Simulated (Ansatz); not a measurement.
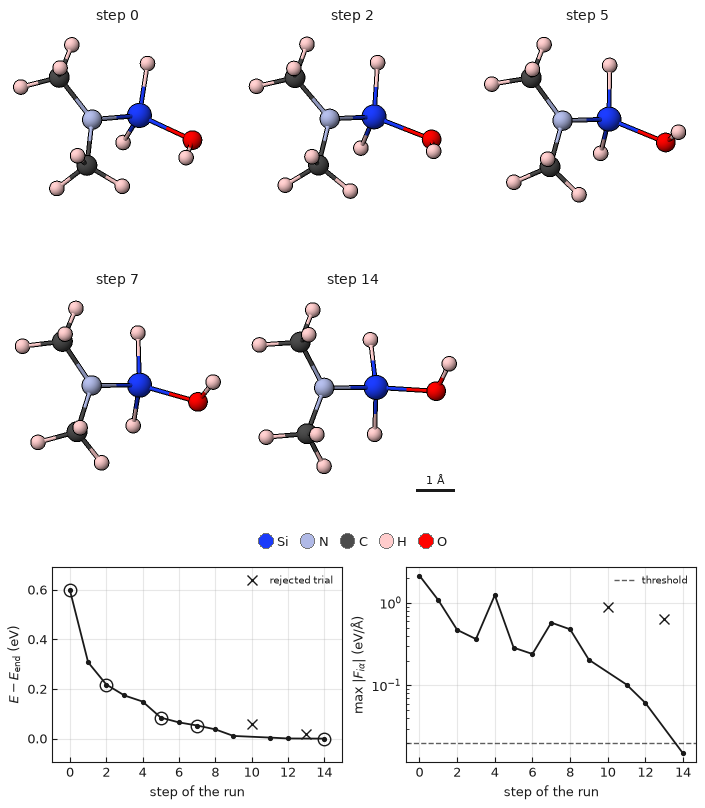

Frames of a relaxation of C2H9NOSi, marked on the history of the run. A ball-and-stick model, seen at a tilt.

The run prepares the start of a later molecular dynamics calculation, from a guessed geometry.

Theory: RKS BLYP/6-31G in Ansatz.

Input file:
```yaml
crystal:
  periodic: [false, false, false]
  atoms:
    - { symbol: Si, position_ang: [0.0, 0.0, 0.0] }
    - { symbol: "N", position_ang: [0.0, 0.0, 1.82] }
    - { symbol: C, position_ang: [-1.2162, -0.3762, 2.555] }
    - { symbol: H, position_ang: [-1.8642, -0.9999, 1.9045] }
    - { symbol: H, position_ang: [-0.9378, -0.9533, 3.4614] }
    - { symbol: H, position_ang: [-1.7663, 0.5401, 2.8549] }
    - { symbol: C, position_ang: [1.2162, 0.3762, 2.555] }
    - { symbol: H, position_ang: [1.4641, -0.4163, 3.2916] }
    - { symbol: H, position_ang: [2.0585, 0.4943, 1.8418] }
    - { symbol: H, position_ang: [1.0457, 1.3351, 3.0874] }
    - { symbol: H, position_ang: [1.3768, 0.0, -0.4862] }
    - { symbol: H, position_ang: [-0.6877, 1.1914, -0.4862] }
    - { symbol: O, position_ang: [-0.7913, -1.3709, -0.5594] }
    - { symbol: H, position_ang: [-1.2459, -1.8365, 0.2129] }
basis:
  gaussian: { orbitals: "6-31G" }
hamiltonian:
  xc: blyp
relax:
  f_tol: 0.02
  max_steps: 40
```

Run as
```bash
ansatz run input.yaml --threads 1 --pin off --max-ram 2048MiB --backend cpu --events-out ev --progress --plain --runs-dir out
```

> What happens along the run?

The largest move after the best rigid fit is that of H14, 1.74 Å. Largest moves by element: H 1.74 Å, C 0.47 Å, O 0.47 Å, Si 0.24 Å, N 0.17 Å. Among the contacts that change: Si1–O13 1.679 → 1.760 Å, Si1–H11 1.460 → 1.514 Å, Si1–H12 1.459 → 1.500 Å, Si1–N2 1.820 → 1.780 Å. Among the angles between lasting bonds that change: Si1–O13–H14 109.5° → 120.1°, N2–Si1–O13 109.5° → 119.0°, H12–Si1–O13 109.5° → 100.6°. Groups turn about Si1–O13 by about 75°, Si1–N2 by about 40°, N2–C3 by about 30°. The energy falls by 0.597 eV in 12 accepted moves (14 points after the start). The largest force component goes from 2.1 to 0.015 eV/Å. The line search rejected the trial steps at points 10, 13 of the run. From step 0 to 2: H14 moves most (0.38 Å), energy −0.379 eV. From step 2 to 5: H14 moves most (0.57 Å), energy −0.133 eV. From step 5 to 7: H14 moves most (0.39 Å), energy −0.032 eV. From step 7 to 14: H14 moves most (0.48 Å), energy −0.053 eV.

```
step  E − E(0), eV  largest force component, eV/Å      note
   0        0.0000                         2.1346          
   1       -0.2897                         1.0782          
   2       -0.3792                         0.4711          
   3       -0.4233                         0.3646          
   4       -0.4478                         1.2381          
   5       -0.5125                         0.2870          
   6       -0.5319                         0.2404          
   7       -0.5443                         0.5759          
   8       -0.5599                         0.4783          
   9       -0.5864                         0.2044          
  10       -0.5373                         0.8795  rejected
  11       -0.5929                         0.1024          
  12       -0.5965                         0.0613          
  13       -0.5796                         0.6364  rejected
  14       -0.5972                         0.0150
```

Limits of the set-up: the basis has no polarisation functions, which atoms past neon need.
